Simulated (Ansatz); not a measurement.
# Calculations on C3H6ClN

## 1. Relaxation

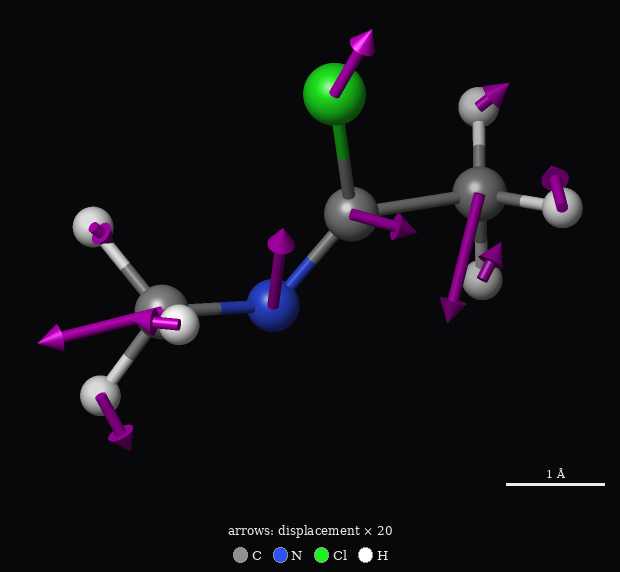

A relaxation of C₃H₆ClN. The starting structure is drawn; purple arrows show the displacements, 20 times their true length. The two geometries are superimposed by the best rigid fit.

A ball-and-stick model, seen from a free direction.

The run prepares an end point of a later path (torsion) calculation, from a guessed geometry.

Level of theory: Ansatz 0.2.0, RHF/def2-SVP. (no spin polarisation; force threshold 0.015 eV/Å; at most 40 steps)

Question: What did the optimiser do to the structure, and how much energy did it gain?

Answer: Over 6 geometry steps the energy falls by 0.460 eV. Largest force component: 4.9 eV/Å at the start, 0.014 eV/Å at the end. A C atom moves most after the best rigid fit: 0.070 Å. Largest moves by element: C 0.070 Å, N 0.058 Å, Cl 0.046 Å, H 0.037 Å. Among the contacts that change: C–H 1.155 → 1.087 Å, C–H 1.027 → 1.090 Å, C–Cl 1.730 → 1.788 Å, C–C 1.547 → 1.497 Å. Among the angles between lasting bonds that change: H–C–H 115.5° → 107.9°, C–N–C 117.5° → 124.0°, H–C–H 102.8° → 108.7°. Cost: 32 s on 1 thread of Intel(R) Xeon(R) Platinum 8488C (Sapphire Rapids) (shared host), peak memory 0.22 GiB.

## 2. Relaxation

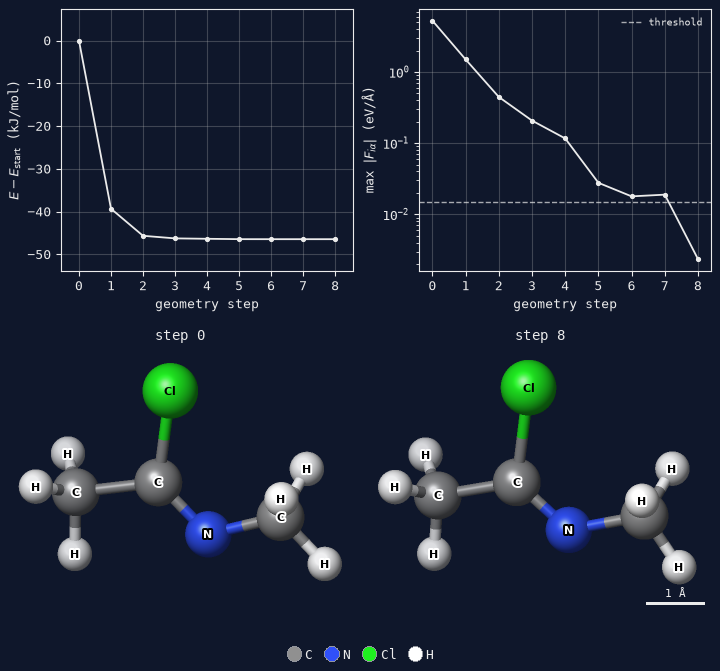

First and last geometry of a relaxation of C3H6ClN, with the history of the run. The picture is a ball-and-stick view, seen at a tilt.

The run prepares an end point of a later path (torsion) calculation, from a guessed geometry.

Computed with Ansatz, RHF/def2-SVP. (no spin polarisation; force threshold 0.015 eV/Å; at most 40 steps)

Did the run converge, and what did it change?

Answer. It converged. After 8 geometry steps the energy has fallen by 46.5 kJ/mol. Largest force component: 5.3 eV/Å at the start, 0.0024 eV/Å at the end. An H atom moves most after the best rigid fit: 0.11 Å. Largest moves by element: H 0.11 Å, N 0.08 Å, C 0.07 Å, Cl 0.06 Å. Among the contacts that change: C–H 1.155 → 1.087 Å, C–H 1.027 → 1.090 Å, C–Cl 1.730 → 1.788 Å, C–C 1.547 → 1.497 Å. Among the angles between lasting bonds that change: H–C–H 115.5° → 107.9°, C–N–C 117.5° → 124.1°, N–C–H 115.4° → 109.2°.

## 3. Path

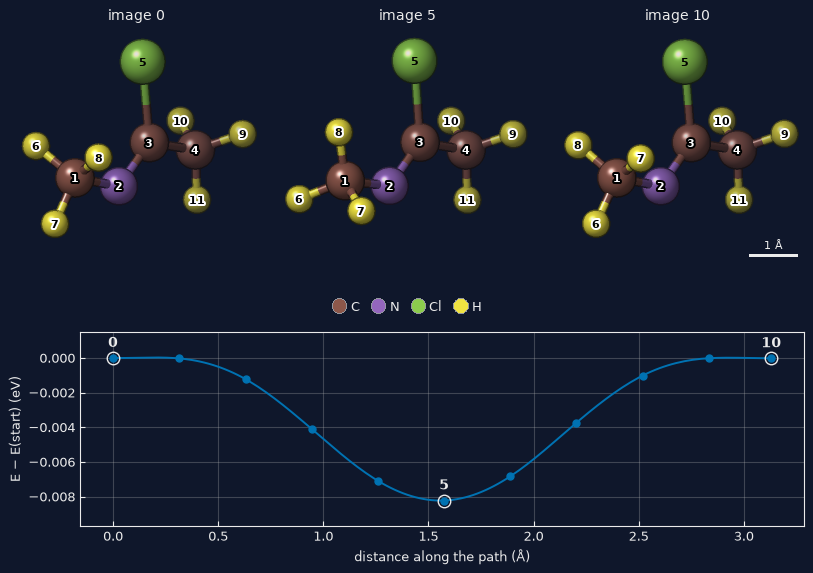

A nudged-elastic-band calculation for C$_{3}$H$_{6}$ClN. Images are numbered from 0 (start) to 10 (end). Style: ball-and-stick. Shown from a free direction.

Method: RHF/def2-SVP (Ansatz). Settings: 9 movable images; climbing image; force threshold 0.05 eV/Å; iteration limit 17; starting path through a guess of the saddle point.

Read off the barrier and say what moves.

The motion is a rotation about the C1–N2 bond by about 120°. No bond forms or breaks between the ends. There is no barrier: the inner images dip to −0.008 eV relative to the start, below both ends (the end lies at 0.000 eV), so the ends aren't minima along this motion. The band converged in 7 iterations. The largest component of the band force went from 5.3 to 0.028 eV/Å.
